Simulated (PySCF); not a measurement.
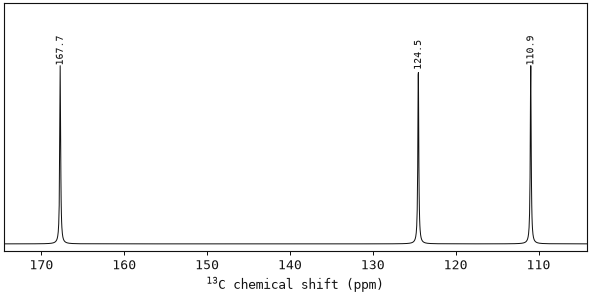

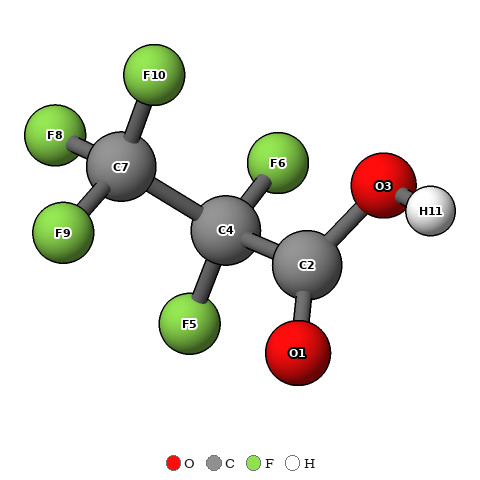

Spectrum and numbered structure of C₃HF₅O₂, SMILES O=C(O)C(F)(F)C(F)(F)F. GIAO shifts, PBE0/pcSseg-1 (IEF-PCM water), PySCF 2.14.0, at a PBE0-D3(BJ)/def2-SVP geometry (no frequency check), against TMS for ¹³C computed at the same level. fully decoupled, line heights follow the number of nuclei, widths are arbitrary (no quadrupolar broadening); values of one conformer, averaged over methyl-type rotors and exact or near symmetry; other conformers aren't averaged in.

Question: Assign the ¹³C signals to the numbered atoms.

Answer:
| δ (ppm) | nuclei | atoms |
| --- | --- | --- |
| 167.7 | 1 | C2 |
| 124.5 | 1 | C7 |
| 110.9 | 1 | C4 |
